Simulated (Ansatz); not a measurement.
# H5InOSi: taking an electron away

How much energy removes an electron from H5InOSi at fixed geometry? The cation is run at each level and the neutral's energy taken from earlier runs.

The runs use Ansatz 0.2.0, Gaussian basis; unrestricted cation, the program's frozen cores in correlated methods.

Levels to be run: UKS PBE-D4/def2-TZVPP; UKS r2SCAN-D4/def2-TZVPP; UKS PBE0-D4/def2-TZVPP; UKS B3LYP-D4/def2-TZVPP; UKS wB97X-V/def2-TZVPP; UKS wB97M-V/def2-TZVPP; UKS B2PLYP/def2-TZVPP; UHF-CCSD(T)/def2-TZVPP; UHF-CCSD(T)/def2-QZVPP; extrapolation to the limit; then −ε(HOMO) from the neutral's earlier runs with LDA (SPW92), PBE-D4, revPBE-D4, BLYP-D4, r2SCAN-D4, B97M-V, PBE0-D4, B3LYP-D4, r2SCANh-D4, r2SCAN0-D4, HSE06-D4, BHLYP-D4, CAM-B3LYP-D4, LC-ωPBE, ωB97X-V, ωB97M-V.

2 further runs of the same task are left out: 2 for a known fault of the program.

## Step 1: The relaxed structure

All runs share one geometry, relaxed beforehand with PBE0-D4 in a triple-zeta def2 set. In takes the def2 core potential; no spin-orbit term is included.

SMILES `[SiH3][O][InH2]`, 8 atoms, charge 0, spin multiplicity 1.

Atoms are counted from 1 here; the program's logs count them from 0.

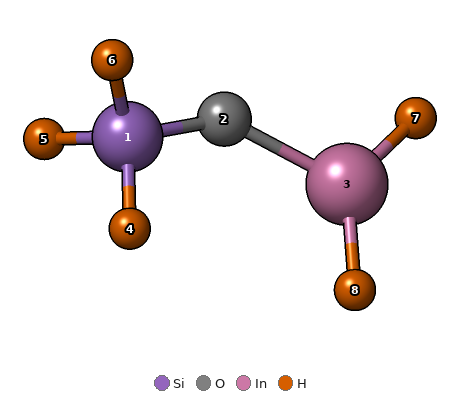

The geometry (silicon purple, oxygen grey, indium pink, hydrogen orange); atoms are numbered from 1 in the order of the file.

Geometry (Å):

| atom | x (Å) | y (Å) | z (Å) |
| --- | --- | --- | --- |
| Si1 | -0.7530 | 1.1243 | -0.4236 |
| O2 | 0.5865 | 0.3448 | 0.0551 |
| In3 | 1.1317 | -1.4947 | 0.5927 |
| H4 | -1.9356 | 0.2104 | -0.4854 |
| H5 | -0.5654 | 1.7123 | -1.7803 |
| H6 | -1.0857 | 2.2302 | 0.5186 |
| H7 | 2.7897 | -1.5279 | 0.9744 |
| H8 | -0.1682 | -2.5994 | 0.5484 |

## Step 2: Cation, UKS PBE-D4/def2-TZVPP

Contents of in.yaml:

```yaml
crystal:
  periodic: [false, false, false]
  atoms:
    - {symbol: Si, position_ang: [-0.753017, 1.124268, -0.423602]}
    - {symbol: O, position_ang: [0.586498, 0.344762, 0.055142]}
    - {symbol: In, position_ang: [1.131673, -1.494713, 0.592678]}
    - {symbol: H, position_ang: [-1.935625, 0.210434, -0.485378]}
    - {symbol: H, position_ang: [-0.565358, 1.712285, -1.780280]}
    - {symbol: H, position_ang: [-1.085680, 2.230219, 0.518632]}
    - {symbol: H, position_ang: [2.789725, -1.527857, 0.974429]}
    - {symbol: H, position_ang: [-0.168215, -2.599408, 0.548388]}
basis:
  gaussian: {orbitals: def2-TZVPP}
total_charge: 1
magnetization: {spin_polarized: true, initial_magnetization: 1}
hamiltonian: {xc: pbe, dispersion: d4}
```

Launch:

```sh
ansatz run in.yaml --threads 2 --pin off --events-out ev --progress --plain --max-ram 32768MiB --backend cpu
```

The runs that follow: Cation, UKS r2SCAN-D4/def2-TZVPP; Cation, UKS PBE0-D4/def2-TZVPP; Cation, UKS B3LYP-D4/def2-TZVPP; Cation, UKS wB97X-V/def2-TZVPP; Cation, UKS wB97M-V/def2-TZVPP; Cation, UKS B2PLYP (frozen core)/def2-TZVPP; Cation, UHF-CCSD(T)/def2-TZVPP; Cation, UHF-CCSD(T)/def2-QZVPP.

Before running them: what should the planned runs give, taken together? Wanted: ionisation energy, CCSD(T)/CBS; nearest functional by difference; nearest −ε(HOMO); −ε(HOMO) of PBE; T1 of the cation.

The runs gave:

```
                        quantity               value
  ionisation energy, CCSD(T)/CBS            10.55 eV
nearest functional by difference  ωB97X-V (-0.22 eV)
                nearest −ε(HOMO)  ωB97X-V (-0.09 eV)
                 −ε(HOMO) of PBE             6.67 eV
                T1 of the cation               0.046
```

What this shows: By cation minus neutral, the functionals miss by 0.92 eV at most. The PBE orbital energy is 3.9 eV too small: a semilocal HOMO is no ionisation energy. Among orbital estimates ωB97X-V comes nearest. Hartree-Fock falls 1.33 eV short, as the neutral has more correlation energy than the cation. The cation's T1 (from the report) is 0.046, above the customary mark of 0.045 for open shells, so the coupled-cluster value is less safe. The cation may have settled in a state other than its lowest; no search over hole states beyond the program's own was made. Correlated methods include outer-core shells of In, which these sets cover unevenly. With outer-core shells in play the reference is unsure by up to some tenths of an eV, so close misses can't be ranked.
